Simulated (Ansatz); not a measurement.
Cu3P14Pd2Au: several calculations on one system

### Relaxation

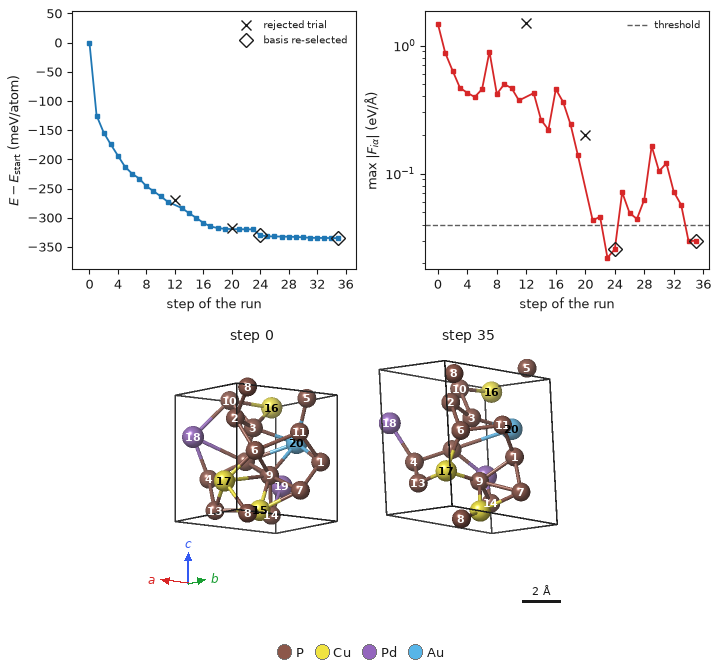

First and last geometry of a relaxation of an amorphous cell of composition Cu3P14Pd2Au (coarse preliminary run), with the history of the run. The picture is a ball-and-stick view of the cell of the calculation, reduced to other axes, seen from a free direction. Lengths and directions refer to the drawn axes.

Case: the quenched liquid.

Theory: Ansatz, DFT PBE, scalar-relativistic, plane waves, PAW. (plane-wave cutoff 420 eV; k-point mesh 2 × 2 × 2; occupations gaussian; smearing width 0.1 eV; mesh shifted by (0.5, 0.5, 0.5); no spin polarisation; cell and atoms relaxed; force threshold 0.04 eV/Å; at most 70 steps)

What do the curves and the structures tell?

It converged. The largest move relative to the cell is that of a P atom, 1.34 Å roughly along [−2 1 −1]. Largest moves by element: P 1.34 Å, Au 1.04 Å, Cu 0.92 Å, Pd 0.67 Å. The drawn cell changes as follows: a 6.225 → 6.641 Å (+6.7 %), b 6.474 → 7.227 Å (+11.6 %), c 6.721 → 7.754 Å (+15.4 %), α 90.0° → 93.8°, β 87.6° → 82.9°, γ 88.7° → 86.0°; the volume changes by +35.8 %. Near-neighbour distances that change, for instance: Au–P 2.664 → 4.750 Å, P–P 2.745 → 4.713 Å, P–P 2.237 → 4.170 Å, P–P 2.418 → 4.257 Å. Bonds break: Au–P (2.58 → 3.75 Å), Au–P (2.66 → 4.75 Å), Au–P (2.68 → 3.84 Å), Cu–P (2.31 → 3.51 Å). Bond angles that change, for instance: P–P–Cu 59.7° → 102.9°, P–P–P 61.1° → 100.0°, P–P–Cu 67.6° → 105.8°. Over 31 accepted moves (35 points after the start) the energy falls by 335 meV per atom. The largest force component goes from 1.5 to 0.03 eV/Å. The pressure goes from 20.71 to 0.04 GPa. The line search rejected the trial steps at points 12, 20 of the run. At 2 points the geometry stayed and the basis and grid were re-selected for the new cell (energy shift of 10.3 meV per atom at most each time).

```
step  E − E(0), meV/atom  largest force component, eV/Å  pressure, GPa  volume, Å³/atom                      note
   0                0.00                         1.4804          20.71           13.527                          
   1             -124.86                         0.8770           5.19           15.013                          
   2             -154.07                         0.6362           0.42           15.689                          
   3             -174.47                         0.4671          -0.63           15.960                          
   4             -193.71                         0.4273          -0.54           16.054                          
   5             -212.72                         0.3962          -0.14           16.099                          
   6             -224.59                         0.4563           0.47           16.165                          
   7             -232.87                         0.8959           0.58           16.301                          
   8             -246.14                         0.4184          -0.15           16.657                          
   9             -254.37                         0.4984          -0.10           16.786                          
  10             -263.23                         0.4654           0.53           16.648                          
  11             -272.56                         0.3723           0.55           16.591                          
  13             -283.58                         0.4250           0.26           16.693                          
  14             -292.23                         0.2624           0.25           16.817                          
  15             -300.16                         0.2201          -0.14           17.005                          
  17             -314.89                         0.3612          -0.28           17.496                          
  18             -317.66                         0.2417           0.17           17.542                          
  19             -319.09                         0.1385          -0.06           17.546                          
  21             -319.76                         0.0431           0.04           17.595                          
  22             -319.87                         0.0460          -0.01           17.620                          
  23             -319.96                         0.0220          -0.02           17.630                          
  24             -330.26                         0.0256           1.01           17.630  same geometry, new basis
  26             -332.11                         0.0493          -0.06           18.035                          
  27             -332.30                         0.0442           0.05           18.038                          
  28             -332.59                         0.0627           0.16           18.076                          
  30             -333.59                         0.1044           0.17           18.205                          
  31             -334.41                         0.1203           0.00           18.369                          
  32             -334.60                         0.0719          -0.11           18.374                          
  34             -334.79                         0.0297           0.04           18.366                          
  35             -335.07                         0.0299           0.04           18.366  same geometry, new basis
```

Limits of the set-up: the periodic images lie only 6.2 Å apart, so the values are limited by the cell's size.

### Dynamics

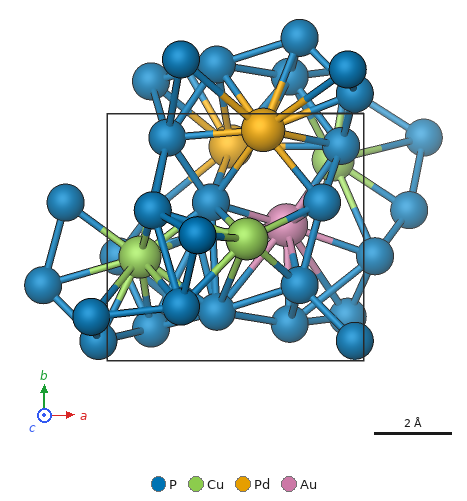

Starting frame of a dynamics run of an amorphous cell of composition Cu3P14Pd2Au (20 atoms in the cell). Style: ball-and-stick. Shown: the simulation cell, along the c axis. Bonds to atoms that aren't drawn are left out.

Computed with DFT PBE, scalar-relativistic, plane waves, PAW in Ansatz 0.2.0.

Input
```yaml
crystal:
  lattice:
    - [6.719352, -0.000285, 0.13478]
    - [-0.000285, 6.473989, -0.074591]
    - [0.13478, -0.074591, 6.222798]
  atoms:
    - { symbol: P, position: [0.2867798882, 0.2193180638, 0.0651125972] }
    - { symbol: P, position: [0.7495915352, 0.3061846712, 0.6719379097] }
    - { symbol: P, position: [0.9113112747, 0.869087004, 0.4933616767] }
    - { symbol: P, position: [0.2337481565, 0.9025299546, 0.7552860829] }
    - { symbol: P, position: [0.043642835, 0.4225492631, 0.2886909601] }
    - { symbol: P, position: [0.4265563771, 0.198337371, 0.5993911431] }
    - { symbol: P, position: [0.170003805, 0.1306924818, 0.4060482789] }
    - { symbol: P, position: [0.9371075097, 0.1781435902, 0.0866176008] }
    - { symbol: P, position: [0.3508761712, 0.5079287618, 0.2976457967] }
    - { symbol: P, position: [0.9647804615, 0.0804941772, 0.755086897] }
    - { symbol: P, position: [0.7108814343, 0.1494109766, 0.3497300274] }
    - { symbol: P, position: [0.4036926935, 0.6404985305, 0.6178170785] }
    - { symbol: P, position: [0.8369668723, 0.6404116269, 0.7377203012] }
    - { symbol: P, position: [0.1768036474, 0.6090305939, 0.039432034] }
    - { symbol: Cu, position: [0.1266366342, 0.419776829, 0.7117578414] }
    - { symbol: Cu, position: [0.8804054377, 0.8121197905, 0.1151869183] }
    - { symbol: Cu, position: [0.5442516024, 0.4932108896, 0.9448024512] }
    - { symbol: Pd, position: [0.6071448317, 0.9340317534, 0.7992341398] }
    - { symbol: Pd, position: [0.4810001751, 0.8669827141, 0.2245980686] }
    - { symbol: Au, position: [0.6973228696, 0.5486316912, 0.3875057929] }
  symmetry: { detect: false }
basis:
  ecutwfc: 320
  xc_grid: 1
kpoints:
  mp_grid: { grid: [1, 1, 1], shift: [0.25, 0.25, 0.25] }
hamiltonian:
  xc: pbe
scf:
  occupations: { method: fermi_dirac, width: 0.1318 }
  lower_state_search: "off"
  convergence: { dr2_threshold: 1.0e-05 }
output:
  forces: true
  stress: true
md:
  timestep: 3.0
  n_steps: 24
  ensemble: nvt_langevin
  friction: 0.03
  temperature: 1530.0
  initial_velocities: maxwell_boltzmann
  seed: 15279
```

Command:
```bash
ansatz run input.yaml --threads 2 --pin off --max-ram 5120MiB --backend cpu --events-out ev --progress --plain --runs-dir out
```

**Predict how the run goes.**

The mean temperature in the second half is 2331 K (standard deviation 165 K). That is above the set 1530 K, because the structure releases potential energy faster than the thermostat removes it. The potential energy is still drifting at the end, so the run hasn't reached equilibrium. The potential energy in the second half lies on average 156 meV per atom below the first frame. The mean pressure there is 30.9 GPa. Root-mean-square distances from the starting positions over the second half, with the common drift of all atoms taken out: P 0.50 Å, Cu 0.40 Å, Pd 0.24 Å, Au 0.22 Å. The run lasts only 72 fs, too short to tell vibration from diffusion. Bond changes: one P–P bond breaks at about 30 fs; one P–P bond forms at about 69 fs.

Along the run (each row but the first and the last is the mean over the interval that it begins):

```
time (fs)  potential energy (meV/atom)  T (K)  p (GPa)
      0.0                          0.0   1454     26.6
      9.0                        -49.7   1798     25.6
     18.0                        -83.8   2158     26.6
     27.0                       -104.5   1758     28.1
     36.0                       -136.0   2217     30.1
     45.0                       -149.1   2286     31.3
     54.0                       -158.0   2509     31.5
     63.0                       -170.5   2386     30.8
     72.0                       -180.9   2107     30.1
```

The paths of the atoms:

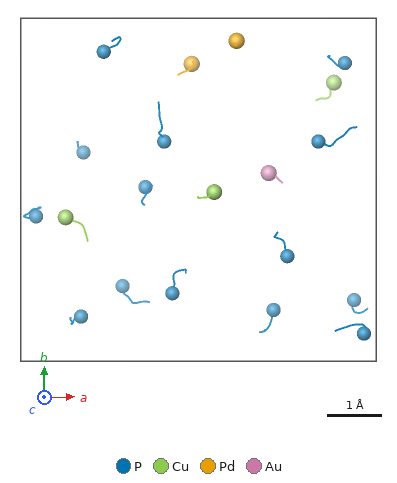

Limits of the set-up: the cutoff lies below the recommended one; the periodic images lie only 6.2 Å apart, so the values are limited by the cell's size.

Cost: 38 s on 2 threads of Arm Neoverse V1 (shared host), peak memory 0.44 GiB.

### Dynamics

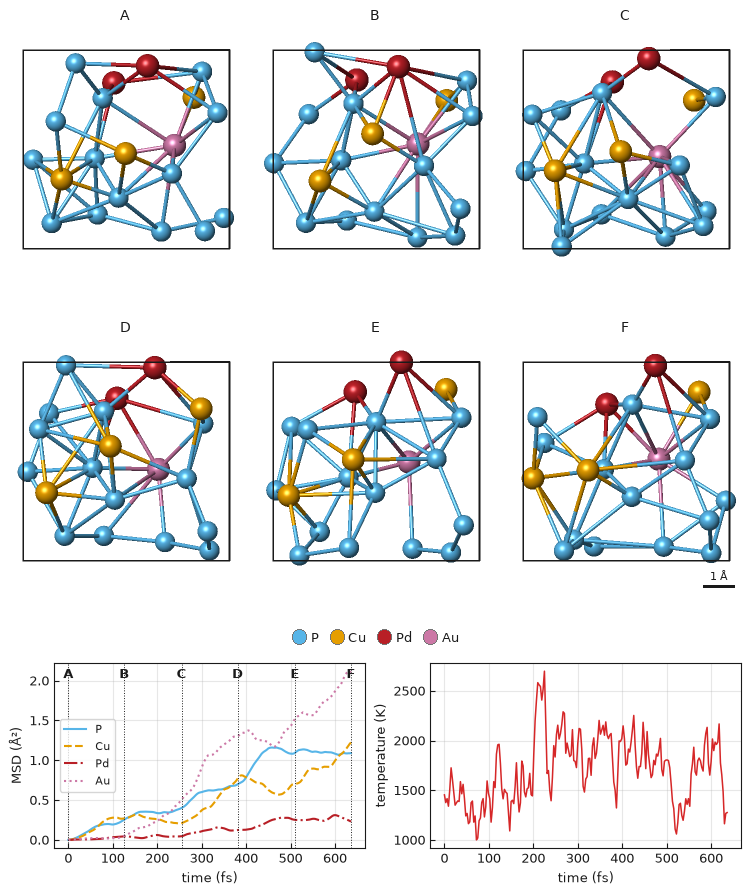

Molecular dynamics of an amorphous cell of composition Cu₃P₁₄Pd₂Au (20 atoms in the cell), 636 fs long. Frames (A at 0 fs, B at 126 fs, C at 255 fs, D at 381 fs, E at 510 fs, F at 636 fs) and the history of the run. Style: ball-and-stick. Shown: the simulation cell, along the c axis. Atoms that leave the cell re-enter on the other side. Bonds to atoms that aren't drawn are left out.

Level of theory: DFT PBE, scalar-relativistic, plane waves, PAW in Ansatz 0.2.0. Settings: plane-wave cutoff 420 eV; k-point mesh 1 × 1 × 1; Fermi-Dirac smearing 0.132 eV; volume 1.05 times that of the relaxed crystal; set temperature 1530 K; time step 3 fs.

> What do the frames and curves show?

In the second half of the run the atoms are, in the root-mean-square, this far from where they began (common drift taken out): Au 1.21 Å, P 0.99 Å, Cu 0.87 Å, Pd 0.46 Å. Against the typical shortest distance between atoms in the first frame, about 2.1 Å these are large excursions, but over 636 fs one can't yet tell strong vibration from the start of diffusion. Bond changes: 14 P–P bonds form between 72 fs and 621 fs; 16 P–P bonds break between 123 fs and 636 fs; 2 P–P contacts open and close in turn. The mean temperature in the second half is 1767 K (standard deviation 276 K). The potential energy in the second half lies on average 48.7 meV per atom below the first frame. The mean pressure there is 30.4 GPa.

Limits of the set-up: the periodic images lie only 6.2 Å apart, so the values are limited by the cell's size.

The run took 7.3 min on 2 threads of Arm Neoverse V1, on a shared host, peak memory 0.55 GiB.
